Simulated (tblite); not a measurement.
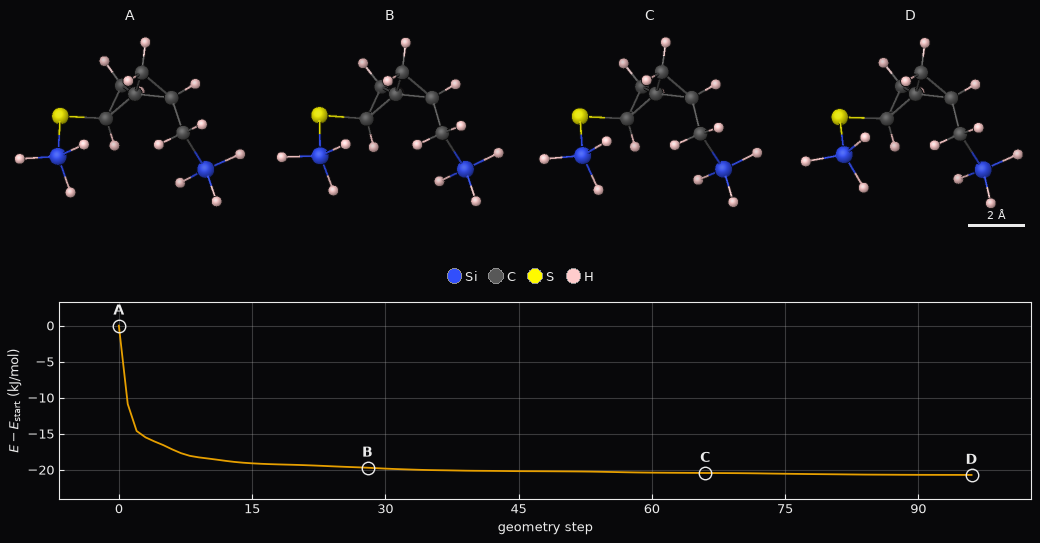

Frames of a relaxation of C$_{6}$H$_{14}$SSi$_{2}$, marked on the history of the run. The picture is a ball-and-stick view, seen at a tilt.

Computed with tblite, GFN2-xTB geometry optimisation, gas phase. 

**Describe the path.**

The atom that moves furthest after the best rigid fit is an H atom (0.52 Å). Largest moves by element: H 0.52 Å, Si 0.23 Å, C 0.12 Å, S 0.05 Å. Near-neighbour distances that change, for instance: C–S 1.744 → 1.806 Å, C–Si 1.863 → 1.904 Å, H–Si 1.500 → 1.463 Å, C–C 1.543 → 1.511 Å. Among the angles between lasting bonds that change: S–Si–H 109.6° → 103.6°, C–C–C 134.6° → 139.4°, C–S–Si 103.6° → 99.5°. The energy falls by 20.7 kJ/mol in 96 geometry steps. Cost: 1.1 s on 1 thread of Arm Neoverse V1, with other jobs on the host. From step 0 to 28: an H atom moves most (0.14 Å), energy −19.7 kJ/mol. From step 28 to 66: an H atom moves most (0.20 Å), energy −0.73 kJ/mol. From step 66 to 96: an H atom moves most (0.22 Å), energy −0.27 kJ/mol.

```tsv
step	E − E(0), kJ/mol
0	0.00
1	-10.88
2	-14.61
3	-15.49
4	-16.06
5	-16.57
6	-17.16
7	-17.69
8	-18.06
9	-18.27
10	-18.42
15	-19.10
19	-19.28
24	-19.51
28	-19.71
33	-19.96
37	-20.07
42	-20.15
46	-20.19
51	-20.22
55	-20.29
60	-20.39
64	-20.42
69	-20.46
73	-20.51
78	-20.59
82	-20.63
87	-20.68
91	-20.70
96	-20.71
```
